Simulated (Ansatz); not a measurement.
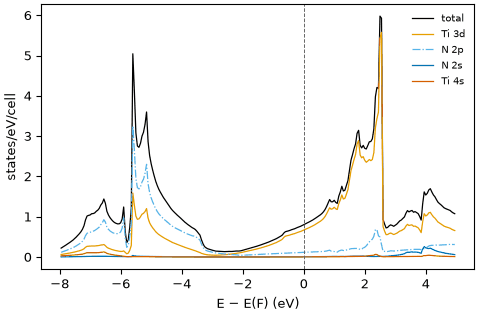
Total and projected density of states of TiN (rock salt, Fm-3m), the program Ansatz at the PBEsol level (PAW)

Which orbitals carry the states next to the Fermi level?

Within 0.5 eV of the Fermi level: Ti 3d 84 %, N 2p 14 %. Projections are on Löwdin-orthogonalised atomic valence shells; empty p or d shells of many metals are not among them.

Where is the tallest occupied peak in this window, and what makes it?

Near -5.6 eV, about 5.0 states/eV per cell; the largest projected share is N 2p.

Symmetry was held in the PBEsol relaxation; of distortions, only those at the zone centre were tested. No spin polarisation was allowed. The volume moved by -21 % from the start of the relaxation. With an odd number of electrons in the cell and no spin polarisation, the count alone makes it a metal.

Potentials: the later of the program's two PAW sets.
